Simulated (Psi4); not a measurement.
**SiH2F: geometry relaxation (part 2 of 4)**

The same run, continued: SiH2F, multiplicity 2; wB97X-D/def2-SVP, UKS (Psi4 1.11). 

Geometry of the input (Å):
```
Si 1.0258  -0.7404  0.6109
F  1.4449  -1.9043  -0.4134
H  1.0285  -1.3562  1.9568
H  2.0367  0.3247  0.4196
```

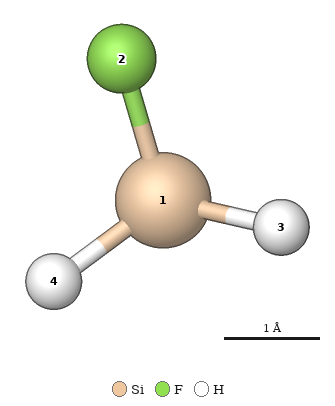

**Figure 1.** The starting structure (ball-and-stick view, seen at a tilt; atoms are numbered from 1 in the order of the input).

**Output, continued**
```
  Rotational constants: A =      4.21925  B =      0.50783  C =      0.47585 [cm^-1]
  Rotational constants: A = 126489.95923  B =  15224.49811  C =  14265.74072 [MHz]
  Nuclear repulsion =   54.930604428214920

  Charge       = 0
  Multiplicity = 2
  Electrons    = 25
  Nalpha       = 13
  Nbeta        = 12

  ==> Algorithm <==

  SCF Algorithm Type is DF.
  DIIS enabled.
  MOM disabled.
  Fractional occupation disabled.
  Guess Type is READ.
  Energy threshold   = 1.00e-08
  Density threshold  = 1.00e-08
  Integral threshold = 1.00e-12

   => Molecular Quadrature <=

    Radial Scheme          =       TREUTLER
    Pruning Scheme         =           NONE
    Nuclear Scheme         =       TREUTLER

    Blocking Scheme        =         OCTREE
    BS radius alpha        =              1
    Pruning alpha          =              1
    Radial Points          =             75
    Spherical Points       =            302
    Total Points           =          87286
    Total Blocks           =            710
    Max Points             =            256
    Max Functions          =             42
    Weights Tolerance      =       1.00E-15

   => Loading Basis Set <=

    Name: DEF2-SVP
    Role: ORBITAL
    Keyword: BASIS

  Reading orbitals from file scr/run.default.5222.180.npy, no projection.

  ==> Integral Setup <==

  DFHelper Memory: AOs need 0.010 GiB; user supplied 1.023 GiB.
  SCF_SUBTYPE=INCORE selected. In-core MEM_DF algorithm will be used.
  Using in-core AOs.

  ==> MemDFJK: Density-Fitted J/K Matrices <==

    J tasked:                   Yes
    K tasked:                   Yes
    wK tasked:                  Yes
    Omega:                2.000E-01
    Memory [MiB]:              1047
    Algorithm:                 Core
    Schwarz Cutoff:           1E-12
    Mask sparsity (%):       0.1134
    Fitting Condition:        1E-10

   => Auxiliary Basis Set <=

  Basis Set: (DEF2-SVP AUX)
    Blend: DEF2-UNIVERSAL-JKFIT
    Number of shells: 75
    Number of basis functions: 241
    Number of Cartesian functions: 288
    Spherical Harmonics?: true
    Max angular momentum: 4

  Cached 100.0% of DFT collocation blocks in 0.094 [GiB].

  Minimum eigenvalue in the overlap matrix is 2.8786403417E-02.
  Reciprocal condition number of the overlap matrix is 7.9467308989E-03.
    Using symmetric orthogonalization.

  ==> Pre-Iterations <==

  SCF Guess: Orbitals guess was supplied from a previous computation.

   -------------------------------------------------------
    Irrep   Nso     Nmo     Nalpha   Nbeta   Ndocc  Nsocc
   -------------------------------------------------------
     A         42      42      13      12      12       1
   -------------------------------------------------------
    Total      42      42      13      12      12       1
   -------------------------------------------------------

  ==> Iterations <==

                           Total Energy        Delta E     RMS |[F,P]|

   @DF-UKS iter   0:  -390.30080637323522   -3.90301e+02   1.34934e-03
   @DF-UKS iter   1:  -390.31865829410623   -1.78519e-02   1.43351e-04 DIIS/ADIIS
   @DF-UKS iter   2:  -390.31868143602503   -2.31419e-05   6.68866e-05 DIIS
   @DF-UKS iter   3:  -390.31868429511655   -2.85909e-06   2.93603e-05 DIIS
   @DF-UKS iter   4:  -390.31868511546611   -8.20350e-07   1.05545e-05 DIIS
   @DF-UKS iter   5:  -390.31868538671324   -2.71247e-07   2.46289e-06 DIIS
   @DF-UKS iter   6:  -390.31868542657872   -3.98655e-08   7.62151e-07 DIIS
   @DF-UKS iter   7:  -390.31868543032272   -3.74399e-09   1.52999e-07 DIIS
   @DF-UKS iter   8:  -390.31868543045289   -1.30171e-10   4.95145e-08 DIIS
   @DF-UKS iter   9:  -390.31868543046392   -1.10276e-11   9.61942e-09 DIIS
  Energy and wave function converged.

  ==> Post-Iterations <==

   Electrons on quadrature grid:
      Nalpha   =   13.0000023277 ; deviation = 2.328e-06
      Nbeta    =   12.0000018970 ; deviation = 1.897e-06
      Ntotal   =   25.0000042248 ; deviation = 4.225e-06

   @Spin Contamination Metric:   1.159586371E-03
   @S^2 Expected:                7.500000000E-01
   @S^2 Observed:                7.511595864E-01
   @S   Expected:                5.000000000E-01
   @S   Observed:                5.000000000E-01

    Final Occupation by Irrep:
              A
    DOCC [    12 ]
    SOCC [     1 ]
    NA   [    13 ]
    NB   [    12 ]

  @DF-UKS Final Energy:  -390.31868543046392

   => Energetics <=

    Nuclear Repulsion Energy =             54.9306044282149202
    One-Electron Energy =                -650.7270245371560122
    Two-Electron Energy =                 228.5264214797347790
    DFT Exchange-Correlation Energy =     -23.0481816059366871
    Empirical Dispersion Energy =          -0.0005051953209050
    VV10 Nonlocal Energy =                  0.0000000000000000
    Total Energy =                       -390.3186854304639155

  UHF NO Occupations:
  HONO-2 :   11  A 1.9999464
  HONO-1 :   12  A 1.9995439
  HONO-0 :   13  A 1.0000000
  LUNO+0 :   14  A 0.0004561
  LUNO+1 :   15  A 0.0000536
  LUNO+2 :   16  A 0.0000434
  LUNO+3 :   17  A 0.0000161

Computation Completed

Properties will be evaluated at   0.000000,   0.000000,   0.000000 [a0]

Properties computed using the SCF density matrix

 Multipole Moments:

 ------------------------------------------------------------------------------------
     Multipole            Electronic (a.u.)      Nuclear  (a.u.)        Total (a.u.)
 ------------------------------------------------------------------------------------

 L = 1.  Multiply by 2.5417464519 to convert [e a0] to [Debye]
 Dipole X            :         -0.5462365            0.3938878           -0.1523487
 Dipole Y            :         -1.5994924            2.0152641            0.4157717
 Dipole Z            :         -2.1229157            2.4831181            0.3602024
 Magnitude           :                                                    0.5708082

 ------------------------------------------------------------------------------------

	total time  =          4 seconds =       0.07 minutes

         ------------------------------------------------------------
                                   SCF GRAD
         ------------------------------------------------------------

  ==> Geometry <==

    Molecular point group: c1
    Full point group: C1

    Geometry (in Angstrom), charge = 0, multiplicity = 2:

       Center              X                  Y                   Z               Mass
    ------------   -----------------  -----------------  -----------------  -----------------
         SI          -0.178979866187     0.448227630503     0.377287205857    27.976926534650
         F            0.228839515722    -0.734340661536    -0.660383749307    18.998403162730
         H           -0.175271447232    -0.141435300164     1.751692005101     1.007825032230
         H            0.829870377751     1.541746278870     0.223750365404     1.007825032230

  Nuclear repulsion =   54.930604428214920

   => Molecular Quadrature <=

    Radial Scheme          =       TREUTLER
    Pruning Scheme         =           NONE
    Nuclear Scheme         =       TREUTLER

    Blocking Scheme        =         OCTREE
    BS radius alpha        =              1
    Pruning alpha          =              1
    Radial Points          =             75
    Spherical Points       =            302
    Total Points           =          87286
    Total Blocks           =            710
    Max Points             =            256
    Max Functions          =             42
    Weights Tolerance      =       1.00E-15

  -Total Gradient:
     Atom            X                  Y                   Z
    ------   -----------------  -----------------  -----------------
       1        0.000580358139    -0.001488849308    -0.001020174506
       2       -0.000377870948     0.002663359950     0.002554564232
       3       -0.000542409077    -0.001247741921    -0.000116228155
       4        0.000340573023     0.000074271131    -0.001415601110

	total time  =          2 seconds =       0.03 minutes

    			-----------------------------------------

    			 OPTKING 3.0: for geometry optimizations

    			        with contributions from

    			-----------------------------------------

	                            ===> Fragment 1 <==

	 Z (Atomic Numbers)          Masses                          Geom
	      14.000000            27.976927         -0.33822293  0.84702746  0.71296949
	       9.000000            18.998403          0.43244401 -1.38770273 -1.24794442
	       1.000000             1.007825         -0.33121503 -0.26727398  3.31021815
	       1.000000             1.007825          1.56822773  2.91347822  0.42282691

	 - Coordinate -           - BOHR/RAD -       - ANG/DEG -
	 R(1,2)           =         3.071340           1.625283
	 R(1,3)           =         2.826202           1.495562
	 R(1,4)           =         2.826474           1.495706
	 B(2,1,3)         =         1.874686         107.411588
	 B(2,1,4)         =         1.872527         107.287880
	 B(3,1,4)         =         1.961588         112.390691
	 O(2,1,3,4)       =        -1.005118         -57.589037
	 O(3,1,2,4)       =         0.957073          54.836263
	 O(4,1,2,3)       =        -0.958032         -54.891180

	        --- Internal Coordinate Step in ANG or DEG, aJ/ANG or AJ/DEG ---
	-------------------------------------------------------------------------------
	           Coordinate      Previous         Force          Change          New
	           ----------      --------        ------          ------        ------
	               R(1,2)       1.62528        0.03020        0.00560       1.63089
	               R(1,3)       1.49556       -0.00317       -0.00085       1.49471
	               R(1,4)       1.49571       -0.00355       -0.00105       1.49466
	             B(2,1,3)     107.41159        0.00008        0.64746     108.05905
	             B(2,1,4)     107.28788        0.00010        0.79417     108.08205
	             B(3,1,4)     112.39069       -0.00016       -1.30865     111.08204
	           O(2,1,3,4)     -57.58904        0.00010        0.83355     -56.75548
	           O(3,1,2,4)      54.83626        0.00005        0.33885      55.17511
	           O(4,1,2,3)     -54.89118       -0.00004       -0.27315     -55.16433
	-------------------------------------------------------------------------------

	                                 ==> Convergence Check <==

	Measures of convergence in internal coordinates in au.

	Criteria marked as inactive (o), active & met (*), and active & unmet ( ).

	----------------------------------------------------------------------------------------------
	   Step    Total Energy     Delta E     Max Force     RMS Force      Max Disp      RMS Disp
	----------------------------------------------------------------------------------------------
	  Convergence Criteria     1.00e-06 *    3.00e-04 *             o    1.20e-03 *             o
	----------------------------------------------------------------------------------------------
	     2    -390.31868543   -9.65e-04      3.67e-03      1.62e-03 o    2.28e-02      1.17e-02 o  ~
	----------------------------------------------------------------------------------------------

Next Geometry in Ang
	Fragment 1 (Ang)

	   Si  -0.1788439132   0.4440486958   0.3718275984
	    F   0.2263100007  -0.7431935530  -0.6703313431
	    H  -0.1698024924  -0.1283690878   1.7525608642
	    H   0.8267949849   1.5417118927   0.2382887077

    Structure for next step:
    Molecular point group: c1
    Full point group: C1

    Geometry (in Angstrom), charge = 0, multiplicity = 2:

    SI          -0.177989859882     0.449600141188     0.378486041911
    F            0.227164053962    -0.737642107561    -0.663672899610
    H           -0.168948439081    -0.122817642401     1.759219307698
    H            0.827649038237     1.547263338179     0.244947151203

gradient() will perform analytic gradient computation.

  ==> Geometry <==

    Molecular point group: c1
    Full point group: C1

    Geometry (in Angstrom), charge = 0, multiplicity = 2:

       Center              X                  Y                   Z               Mass
    ------------   -----------------  -----------------  -----------------  -----------------
         SI          -0.177989859882     0.449600141188     0.378486041911    27.976926534650
         F            0.227164053962    -0.737642107561    -0.663672899610    18.998403162730
         H           -0.168948439081    -0.122817642401     1.759219307698     1.007825032230
         H            0.827649038237     1.547263338179     0.244947151203     1.007825032230

  Running in c1 symmetry.

  Rotational constants: A =      4.26359  B =      0.50321  C =      0.47261 [cm^-1]
  Rotational constants: A = 127819.11958  B =  15085.81834  C =  14168.43987 [MHz]
  Nuclear repulsion =   54.774638512401609

  Charge       = 0
  Multiplicity = 2
  Electrons    = 25
  Nalpha       = 13
  Nbeta        = 12

   => Molecular Quadrature <=

    Radial Scheme          =       TREUTLER
    Pruning Scheme         =           NONE
    Nuclear Scheme         =       TREUTLER

    Blocking Scheme        =         OCTREE
    BS radius alpha        =              1
    Pruning alpha          =              1
    Radial Points          =             75
    Spherical Points       =            302
    Total Points           =          87280
    Total Blocks           =            711
    Max Points             =            256
    Max Functions          =             42
    Weights Tolerance      =       1.00E-15

  ==> Integral Setup <==

  DFHelper Memory: AOs need 0.010 GiB; user supplied 1.024 GiB.
  SCF_SUBTYPE=INCORE selected. In-core MEM_DF algorithm will be used.
  Using in-core AOs.

  ==> MemDFJK: Density-Fitted J/K Matrices <==

    J tasked:                   Yes
    K tasked:                   Yes
    wK tasked:                  Yes
    Omega:                2.000E-01
    Memory [MiB]:              1048
    Algorithm:                 Core
    Schwarz Cutoff:           1E-12
    Mask sparsity (%):       0.1134
    Fitting Condition:        1E-10

   => Auxiliary Basis Set <=

  Basis Set: (DEF2-SVP AUX)
    Blend: DEF2-UNIVERSAL-JKFIT
    Number of shells: 75
    Number of basis functions: 241
    Number of Cartesian functions: 288
    Spherical Harmonics?: true
    Max angular momentum: 4

  Cached 100.0% of DFT collocation blocks in 0.093 [GiB].

  Minimum eigenvalue in the overlap matrix is 2.8344054337E-02.
  Reciprocal condition number of the overlap matrix is 7.8213882988E-03.
    Using symmetric orthogonalization.

  ==> Iterations <==

                           Total Energy        Delta E     RMS |[F,P]|

   @DF-UKS iter   0:  -390.31597794926512   -3.90316e+02   3.58496e-04
   @DF-UKS iter   1:  -390.31875882435031   -2.78088e-03   3.51786e-05 DIIS
   @DF-UKS iter   2:  -390.31876061918155   -1.79483e-06   2.09965e-05 DIIS
   @DF-UKS iter   3:  -390.31876097844662   -3.59265e-07   9.88747e-06 DIIS
   @DF-UKS iter   4:  -390.31876112196375   -1.43517e-07   3.19932e-06 DIIS
   @DF-UKS iter   5:  -390.31876117151745   -4.95537e-08   9.18573e-07 DIIS
   @DF-UKS iter   6:  -390.31876117648585   -4.96840e-09   1.88221e-07 DIIS
   @DF-UKS iter   7:  -390.31876117670282   -2.16971e-10   4.92514e-08 DIIS
   @DF-UKS iter   8:  -390.31876117671658   -1.37561e-11   1.25876e-08 DIIS
   @DF-UKS iter   9:  -390.31876117671749   -9.09495e-13   2.61338e-09 DIIS
  Energy and wave function converged.

  ==> Post-Iterations <==

   Electrons on quadrature grid:
      Nalpha   =   13.0000021426 ; deviation = 2.143e-06
      Nbeta    =   12.0000017520 ; deviation = 1.752e-06
      Ntotal   =   25.0000038946 ; deviation = 3.895e-06

   @Spin Contamination Metric:   1.156022370E-03
   @S^2 Expected:                7.500000000E-01
   @S^2 Observed:                7.511560224E-01
   @S   Expected:                5.000000000E-01
   @S   Observed:                5.000000000E-01

    Final Occupation by Irrep:
              A
    DOCC [    12 ]
    SOCC [     1 ]
    NA   [    13 ]
    NB   [    12 ]

  @DF-UKS Final Energy:  -390.31876117671749

   => Energetics <=

    Nuclear Repulsion Energy =             54.7746385124016086
    One-Electron Energy =                -650.4152787123823600
    Two-Electron Energy =                 228.3691014446431495
    DFT Exchange-Correlation Energy =     -23.0467106116405596
    Empirical Dispersion Energy =          -0.0005118097392842
    VV10 Nonlocal Energy =                  0.0000000000000000
    Total Energy =                       -390.3187611767174872

  UHF NO Occupations:
  HONO-2 :   11  A 1.9999447
  HONO-1 :   12  A 1.9995476
  HONO-0 :   13  A 1.0000000
  LUNO+0 :   14  A 0.0004524
  LUNO+1 :   15  A 0.0000553
  LUNO+2 :   16  A 0.0000440
  LUNO+3 :   17  A 0.0000158

Computation Completed

Properties will be evaluated at   0.000000,   0.000000,   0.000000 [a0]

Properties computed using the SCF density matrix

 Multipole Moments:

 ------------------------------------------------------------------------------------
     Multipole            Electronic (a.u.)      Nuclear  (a.u.)        Total (a.u.)
 ------------------------------------------------------------------------------------

 L = 1.  Multiply by 2.5417464519 to convert [e a0] to [Debye]
 Dipole X            :         -0.5507942            0.3993351           -0.1514591
 Dipole Y            :         -1.6248980            2.0410340            0.4161360
 Dipole Z            :         -2.1543744            2.5131750            0.3588006
 Magnitude           :                                                    0.5699535

 ------------------------------------------------------------------------------------

	total time  =          5 seconds =       0.08 minutes
```
